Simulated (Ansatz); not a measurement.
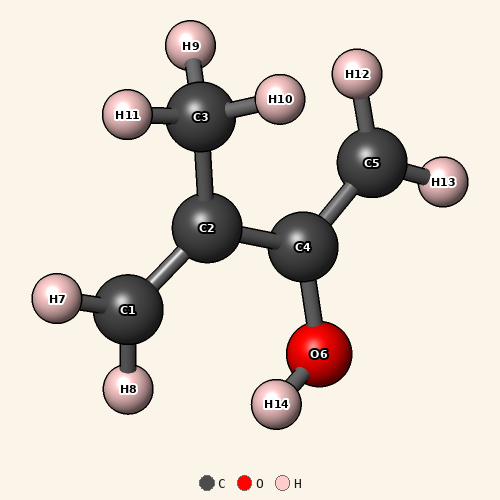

The system is C5H8O, SMILES C=C(C)C(=C)O; the picture shows the reference structure. 
- Coordinates scanned: (1) dihedral C3–C2–C4–C5; (2) dihedral C2–C4–C5–H12.
- Nothing is relaxed (all other coordinates rigid).
- The grid has 12 × 12 points.
- Energies are in kcal/mol, from the lowest grid point.
- Energies and slopes of some neighbouring points disagree (a jump in structure or state, or too coarse a mesh). The dihedral twists a double bond; near 90° a spin-restricted reference is unreliable.
- The calculation used RKS SPW92 (LDA)/def2-SVP (Ansatz).

Its coordinates:

```xyz
14

C    -0.9772   -0.2236    1.4758
C    -0.0803   -0.1359    0.4729
C     1.3477   -0.5098    0.6605
C    -0.5046    0.3421   -0.8503
C     0.3655    0.7045   -1.8149
O    -1.8296    0.4308   -1.0686
H    -0.6912   -0.6101    2.4683
H    -2.0181    0.1356    1.3713
H     2.0092    0.3728    0.5119
H     1.6688   -1.2723   -0.0819
H     1.5307   -0.9030    1.6807
H     1.4488    0.6900   -1.6304
H    -0.0091    1.0513   -2.7907
H    -2.2737   -0.1019   -0.3760
```

Range: dihedral C3–C2–C4–C5 from −180 to 150°; dihedral C2–C4–C5–H12 from −180 to 150°.

Predict the map.

The lowest grid point is at dihedral C3–C2–C4–C5 = 0°, dihedral C2–C4–C5–H12 = 0°. Other grid points that lie below all their neighbours: dihedral C3–C2–C4–C5 = 0°, dihedral C2–C4–C5–H12 = −180° (0.05 kcal/mol higher); dihedral C3–C2–C4–C5 = 150°, dihedral C2–C4–C5–H12 = 0° (4.0 kcal/mol higher); dihedral C3–C2–C4–C5 = 150°, dihedral C2–C4–C5–H12 = −180° (4.1 kcal/mol higher). The highest grid point, dihedral C3–C2–C4–C5 = 120°, dihedral C2–C4–C5–H12 = 90°, lies 80 kcal/mol above the lowest.

| dihedral C2–C4–C5–H12 ↓, dihedral C3–C2–C4–C5 → | −180 | −150 | −120 | −90 | −60 | −30 | 0 | 30 | 60 | 90 | 120 | 150 |
| --- | --- | --- | --- | --- | --- | --- | --- | --- | --- | --- | --- | --- |
| 150 | 12 | 14 | 15 | 16 | 14 | 9 | 8 | 10 | 14 | 16 | 14 | 10 |
| 120 | 35 | 39 | 42 | 42 | 40 | 35 | 32 | 34 | 38 | 43 | 41 | 35 |
| 90 | 68 | 74 | 79 | 80 | 76 | 73 | 69 | 69 | 72 | 79 | 80 | 72 |
| 60 | 40 | 40 | 45 | 47 | 43 | 37 | 38 | 42 | 45 | 46 | 45 | 44 |
| 30 | 15 | 14 | 17 | 19 | 16 | 11 | 11 | 14 | 17 | 18 | 17 | 16 |
| 0 | 5 | 5 | 6 | 8 | 6 | 0 | 0 | 2 | 6 | 8 | 5 | 4 |
| −30 | 12 | 14 | 15 | 16 | 14 | 9 | 8 | 10 | 14 | 16 | 14 | 10 |
| −60 | 35 | 39 | 42 | 42 | 40 | 34 | 32 | 34 | 38 | 43 | 40 | 35 |
| −90 | 68 | 74 | 79 | 80 | 76 | 73 | 69 | 69 | 72 | 79 | 80 | 72 |
| −120 | 40 | 40 | 45 | 47 | 43 | 37 | 38 | 42 | 45 | 46 | 45 | 44 |
| −150 | 15 | 14 | 17 | 19 | 16 | 11 | 11 | 14 | 17 | 18 | 17 | 16 |
| −180 | 5 | 5 | 6 | 8 | 6 | 1 | 0 | 2 | 6 | 8 | 5 | 4 |

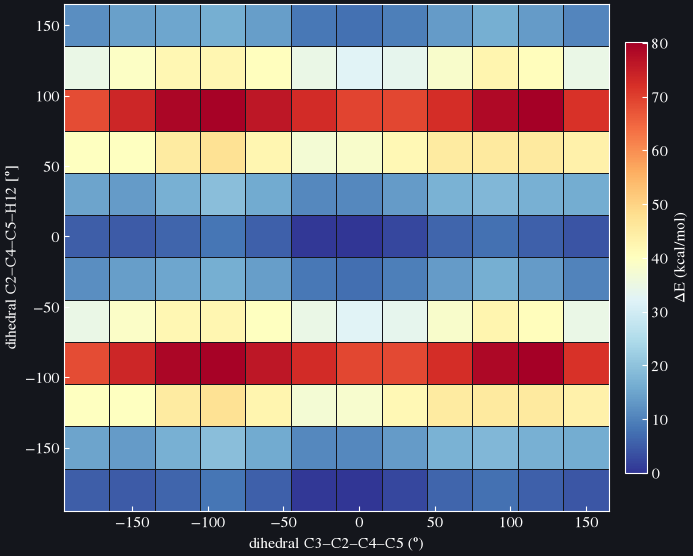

Drawn: one coloured cell a grid point.

Time for the 144 points that were run: 8.6 min on 1 thread of Arm Neoverse V2, with other jobs on the host.
